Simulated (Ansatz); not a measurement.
# C$_{2}$H$_{6}$O$_{3}$W (SMILES C[O][W]([CH3])(=[O])=[O]): what the fields show

Input

```
basis:
  gaussian: {orbitals: def2-SVPD}
crystal:
  periodic: [false, false, false]
  atoms:
    - {symbol: C, position_ang: [-2.759259, -0.023390, -0.129182]}
    - {symbol: C, position_ang: [1.612576, 1.470944, -0.271992]}
    - {symbol: O, position_ang: [-1.475873, 0.517780, -0.023825]}
    - {symbol: O, position_ang: [0.243951, 0.935308, 2.389453]}
    - {symbol: O, position_ang: [-0.562170, 3.183943, 0.983319]}
    - {symbol: W, position_ang: [-0.174983, 1.527403, 0.844490]}
    - {symbol: H, position_ang: [-2.818968, -0.622614, -1.050837]}
    - {symbol: H, position_ang: [-3.516055, 0.776309, -0.178685]}
    - {symbol: H, position_ang: [-2.978643, -0.676501, 0.731099]}
    - {symbol: H, position_ang: [1.962659, 0.429704, -0.366423]}
    - {symbol: H, position_ang: [2.398964, 2.060852, 0.224063]}
    - {symbol: H, position_ang: [1.441036, 1.890441, -1.277038]}
hamiltonian: {xc: {name: PBE0}}
output: {forces: true, orbitals: {seedname: orbitals}}
```

Run with:

```sh
ansatz run input.yaml --threads 2 --pin off --max-ram 6090MiB --events-out events.jsonl --progress --plain --runs-dir runs
```

Geometry: PBE0-D4/def2-SVP; core potentials replace the inner electrons of W.

Level of theory: isolated molecule in a Gaussian basis; Kohn-Sham density functional theory, functional PBE0 (Ansatz 0.2.0).

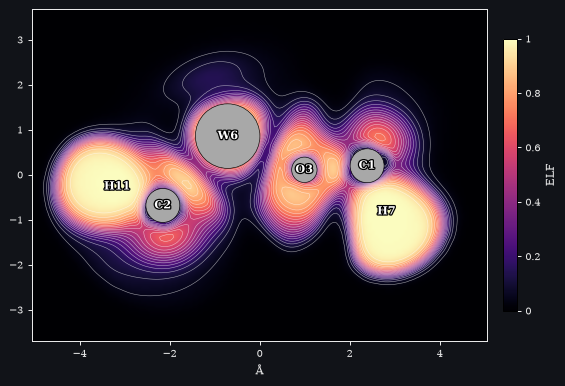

Figure 1. ELF on the plane of atoms C2, W6 and O3. Grey discs cover the atomic cores.

### What do the fields say about this system?

The plane passes through C, O, W and H nuclei.
C–O (1.40 Å): the ELF peaks at about 0.90 between the atoms (a polar covalent bond).
C–W (2.11 Å): the ELF peaks at about 0.90 in the valence shell of C, 0.7 Å from its nucleus, and is about 0.55 at the midpoint.
C–H (1.10 Å): the ELF climbs to about 1 towards the hydrogen, as it does in any bond to H: a covalent bond by its length.
W–O (1.86 Å): the ELF peaks at about 0.80 in the valence shell of O, 0.5 Å from its nucleus, and drops to about 0.20 between the two atoms.

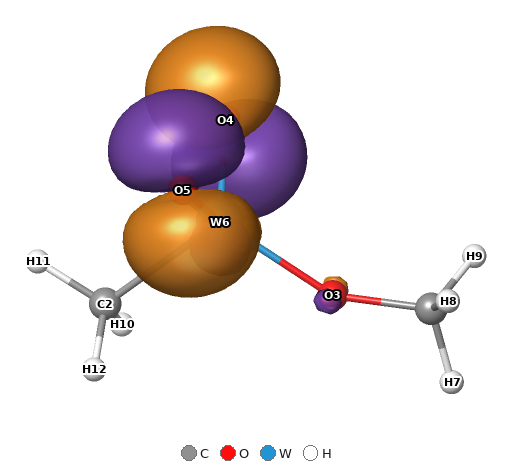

Figure 2. One frontier orbital at ±0.1 Å⁻³ᐟ² (orange and purple are the two phases), seen at a tilt.

### Which orbital is it: HOMO or LUMO?

The HOMO, at −8.73 eV. By Hirshfeld shares it lies mainly on O4 (about 45 %) and O5 (about 45 %); largely a combination of lone pairs on O4 and O5.

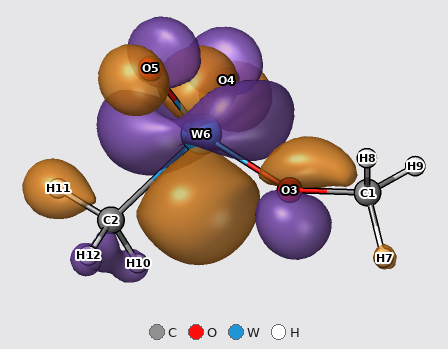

Figure 3. The LUMO at ±0.1 Å⁻³ᐟ² (orange and purple are the two phases), seen at a tilt.

### What is the character of this orbital?

By Hirshfeld shares it lies mainly on W6 (about 60 %), O3 (about 10 %), O4 (about 10 %) and O5 (about 10 %). Its energy is −1.83 eV.
